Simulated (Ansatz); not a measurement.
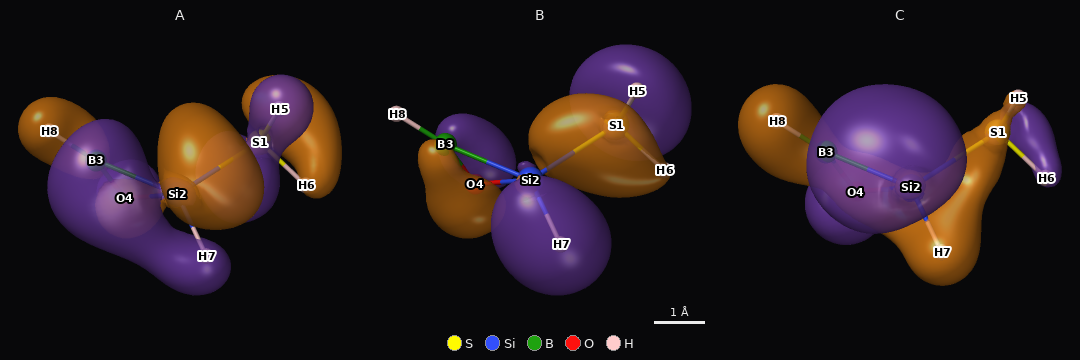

Figure 1: BH4OSSi (charge +1). Three frontier orbitals at ±0.08 Å⁻³ᐟ² (orange and purple are the two phases), in no order.

Geometry: PBE0-D4/def2-TZVP.

All numbers below come from RKS PBE0-D4/def2-TZVPP in Ansatz 0.2.0.

Input file:

```
crystal:
  periodic: [false, false, false]
  atoms:
    - {symbol: S, position_ang: [-0.573749, 1.381136, -0.927535]}
    - {symbol: Si, position_ang: [0.527460, -0.125466, 0.441534]}
    - {symbol: B, position_ang: [-0.437515, -1.794022, 0.665313]}
    - {symbol: O, position_ang: [0.267882, -1.600223, -0.438404]}
    - {symbol: H, position_ang: [-1.031360, 2.211017, 0.035210]}
    - {symbol: H, position_ang: [0.450518, 2.191703, -1.274672]}
    - {symbol: H, position_ang: [1.922615, 0.334795, 0.309453]}
    - {symbol: H, position_ang: [-1.125851, -2.598939, 1.189102]}
basis:
  gaussian: {orbitals: def2-TZVPP}
total_charge: 1
hamiltonian: {xc: pbe0, dispersion: d4}
output: {orbitals: {seedname: orbitals}}
```

Launched as:

```sh
ansatz run in.yaml --threads 2 --pin off --events-out ev --progress --plain --max-ram 4352MiB
```

### Which picture is the HOMO−1, the HOMO and the LUMO?

B is the HOMO−1 (−15.11 eV). By Hirshfeld shares it lies mainly on S1 (about 45 %), Si2 (about 20 %), H7 (about 20 %) and O4 (about 15 %). C is the HOMO (−12.42 eV). It lies mainly on Si2 (about 45 %), O4 (about 20 %) and B3 (about 20 %). A is the LUMO (−6.74 eV). By Hirshfeld shares it lies mainly on Si2 (about 40 %), S1 (about 20 %), B3 (about 20 %) and O4 (about 10 %).

### What is the HOMO–LUMO gap?

5.68 eV between the orbital energies.
